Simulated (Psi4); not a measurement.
# InNH2Cl (SMILES [NH2][In][Cl]): U-wB97X-V/def2-SVP (core potential)

What is the vertical ionisation energy of InNH2Cl at U-wB97X-V/def2-SVP (core potential)? 

The results are computed with Psi4 1.11.

4 further runs of the same task are left out: 3 that didn't finish, 1 set aside as unsound or not needed.

**1. Starting point**

InNH2Cl has 5 atoms, charge 0, and is taken as a doublet. SMILES: `[NH2][In][Cl]`. The shape is that of a PBE0-D4/def2-TZVP optimisation. This is one conformer, not always the lowest.

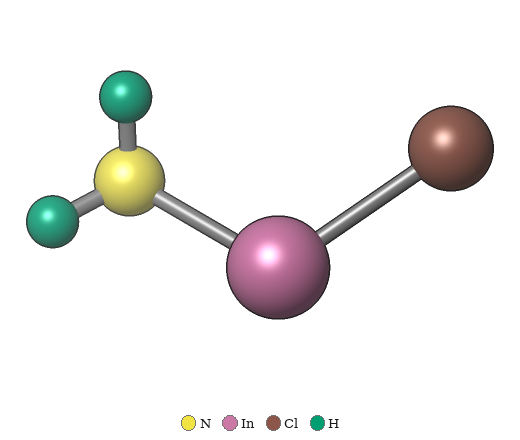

Viewed from a chosen angle; nitrogen yellow, indium pink, chlorine brown, hydrogen teal.

**2. A single-point energy at U-wB97X-V/def2-SVP (core potential)**

Contents of input.in:

```
memory 2200 mb

molecule molecule1 {
  0 2
  N
  In 1 2.072358
  Cl 2 2.369007 1 113.1207
  H 1 1.014642 2 113.009 3 -164.07964
  H 1 1.017033 4 107.38364 2 -121.86895
  symmetry c1
}

set globals {
  basis def2-SVP
  reference uks
  puream true
  e_convergence 1e-09
  d_convergence 1e-08
  scf_type pk
  dft_radial_points 99
  dft_spherical_points 590
  maxiter 100
}

energy_value, wavefunction = energy('wb97x-v', return_wfn=True)
```

On the command line:

```console
$ psi4 -n 1 input.in input.out
```

input.out:

```text
[...]
    !!!  WARNING: ECP capability is in beta. Please check occupations closely.  !!!
[...]
  Running in c1 symmetry.
[...]
  Nuclear repulsion =  154.716506523154180
[...]
  Multiplicity = 2
[...]
  Nalpha       = 24
  Nbeta        = 23
[...]
    Number of basis functions: 68
[...]
   @UKS iter   1:  -705.73585543656452   -1.29109e+00   1.08794e-02 ADIIS/DIIS
[...]
   @UKS iter  16:  -706.01588141619641   -1.93268e-12   4.45699e-09 DIIS
[...]
   @S^2 Observed:                7.586073958E-01
[...]
    Orbital Energies [Eh]
    ---------------------
    Alpha Occupied:
       1A   -101.450484     2A    -14.414993     3A     -9.513870
       4A     -7.273729     5A     -7.267561     6A     -7.267295
       7A     -4.796879     8A     -3.209723     9A     -3.204683
      10A     -3.200962    11A     -0.967950    12A     -0.925857
      13A     -0.894104    14A     -0.891947    15A     -0.891656
      16A     -0.880621    17A     -0.862393    18A     -0.581724
      19A     -0.534248    20A     -0.445829    21A     -0.401586
      22A     -0.397045    23A     -0.378899    24A     -0.306921
    Alpha Virtual:
      25A      0.016712    26A      0.083701    27A      0.088013
[...]
  @UKS Final Energy:  -706.01588141619641
   => Energetics <=
    Nuclear Repulsion Energy =            154.7165065231541803
    One-Electron Energy =               -1354.7639185541850111
    Two-Electron Energy =                 531.8986111695940053
    DFT Exchange-Correlation Energy =     -38.0542104030138333
    Empirical Dispersion Energy =           0.0000000000000000
    VV10 Nonlocal Energy =                  0.1871298482543043
    Total Energy =                       -706.0158814161964074
[...]
 Multipole Moments:
 ------------------------------------------------------------------------------------
     Multipole            Electronic (a.u.)      Nuclear  (a.u.)        Total (a.u.)
 ------------------------------------------------------------------------------------
 L = 1.  Multiply by 2.5417464519 to convert [e a0] to [Debye]
 Dipole X            :         -0.7937517            1.2383142            0.4445625
 Dipole Y            :         30.1065820          -28.9179590            1.1886230
 Dipole Z            :          5.5694499           -6.0162438           -0.4467939
 Magnitude           :                                                    1.3453941
[...]
```

Wall time 2.6 min (1 thread of Intel Xeon at 2.50GHz (Skylake/Cascade Lake), shared host); peak memory 0.72 GiB.

**3. The singlet cation at the same level**

Contents of calc.py:

```python
import psi4

psi4.set_memory(2200000000)
psi4.set_num_threads(1)
psi4.core.set_output_file('psi4.out', False)

molecule = psi4.geometry("""
1 1
N
In 1 2.072358
Cl 2 2.369007 1 113.1207
H 1 1.014642 2 113.009 3 -164.07964
H 1 1.017033 4 107.38364 2 -121.86895
units angstrom
symmetry c1
""")

psi4.set_options({
    'basis': 'def2-SVP',
    'puream': True,
    'e_convergence': 1e-09,
    'd_convergence': 1e-08,
    'scf_type': 'pk',
    'dft_radial_points': 99,
    'dft_spherical_points': 590,
})

energy_value, wavefunction = psi4.energy("wb97x-v", molecule=molecule, return_wfn=True)
print('E =', round(energy_value, 9))
for k, v in sorted(psi4.core.scalar_variables().items()):
    print(f'{k:45s} {v:18.10f}')
```

On the command line:

```console
$ python calc.py
```

psi4.out:

```text
[...]
    !!!  WARNING: ECP capability is in beta. Please check occupations closely.  !!!
[...]
  Running in c1 symmetry.
[...]
  Nuclear repulsion =  154.716506523154180
[...]
  Multiplicity = 1
[...]
  Nalpha       = 23
  Nbeta        = 23
[...]
    Number of basis functions: 68
[...]
   @RKS iter   1:  -705.40236543540971   -9.57597e-01   1.03231e-02 DIIS/ADIIS
[...]
   @RKS iter  15:  -705.70408289368072   -7.84439e-12   5.84493e-09 DIIS
[...]
    Orbital Energies [Eh]
    ---------------------
    Doubly Occupied:
       1A   -101.685133     2A    -14.656914     3A     -9.746739
       4A     -7.508468     5A     -7.499120     6A     -7.498877
       7A     -5.069865     8A     -3.481637     9A     -3.479931
      10A     -3.472562    11A     -1.203819    12A     -1.177647
      13A     -1.165929    14A     -1.164597    15A     -1.160025
      16A     -1.135205    17A     -1.097154    18A     -0.800563
      19A     -0.750932    20A     -0.656418    21A     -0.611035
      22A     -0.607244    23A     -0.586637
[...]
  @RKS Final Energy:  -705.70408289368072
   => Energetics <=
    Nuclear Repulsion Energy =            154.7165065231541803
    One-Electron Energy =               -1343.2624535577265306
    Two-Electron Energy =                 520.5602335460428094
    DFT Exchange-Correlation Energy =     -37.9032971688010676
    Empirical Dispersion Energy =           0.0000000000000000
    VV10 Nonlocal Energy =                  0.1849277636497862
    Total Energy =                       -705.7040828936807202
[...]
 Multipole Moments:
 ------------------------------------------------------------------------------------
     Multipole            Electronic (a.u.)      Nuclear  (a.u.)        Total (a.u.)
 ------------------------------------------------------------------------------------
 L = 1.  Multiply by 2.5417464519 to convert [e a0] to [Debye]
 Dipole X            :         -0.8337709            1.2383142            0.4045433
 Dipole Y            :         30.6962472          -28.9179590            1.7782881
 Dipole Z            :          5.4937936           -6.0162438           -0.5224503
 Magnitude           :                                                    1.8970815
[...]
```

Standard output:

```text
E = -705.704082894
CURRENT ENERGY                                   -705.7040828937
CURRENT REFERENCE ENERGY                         -705.7040828937
DD SOLVATION ENERGY                                 0.0000000000
DFT FUNCTIONAL TOTAL ENERGY                      -705.7040828937
DFT TOTAL ENERGY                                 -705.7040828937
DFT VV10 ENERGY                                     0.1849277636
DFT XC ENERGY                                     -37.9032971688
GRID ELECTRONS ALPHA                               23.0000003280
GRID ELECTRONS BETA                                23.0000003280
GRID ELECTRONS TOTAL                               46.0000006561
NUCLEAR REPULSION ENERGY                          154.7165065232
ONE-ELECTRON ENERGY                             -1343.2624535577
PCM POLARIZATION ENERGY                             0.0000000000
PE ENERGY                                           0.0000000000
SCF ITERATION ENERGY                             -705.7040828937
SCF ITERATIONS                                     15.0000000000
SCF TOTAL ENERGY                                 -705.7040828937
TWO-ELECTRON ENERGY                               520.5602335460
XC GRID RADIAL POINTS                              99.0000000000
XC GRID SPHERICAL POINTS                          590.0000000000
XC GRID TOTAL POINTS                           277893.0000000000
```

Wall time 2.2 min (1 thread of Intel Xeon at 2.50GHz (Skylake/Cascade Lake), shared host); peak memory 0.72 GiB.

**4. Summary of results**

Level: U-wB97X-V/def2-SVP (core potential).

| quantity | value |
| --- | --- |
| doublet InNH2Cl: total energy | -706.01588 Eh |
| doublet InNH2Cl: dipole moment | 3.42 D |
| doublet InNH2Cl: HOMO energy (highest over α and β) | -8.35 eV |
| doublet InNH2Cl: LUMO energy (lowest over α and β) | -1.68 eV |
| doublet InNH2Cl: ⟨S²⟩ | 0.759 |
| singlet cation: total energy | -705.70408 Eh |
| singlet cation: HOMO energy | -15.96 eV |
| singlet cation: LUMO energy | -8.61 eV |
| singlet cation: HOMO–LUMO gap | 7.36 eV |
| vertical ionisation energy (to the singlet cation) | 8.484 eV |

Removing an electron at fixed nuclei costs 8.48 eV (819 kJ/mol). Only the singlet of the ionised species was computed; a triplet could lie lower.
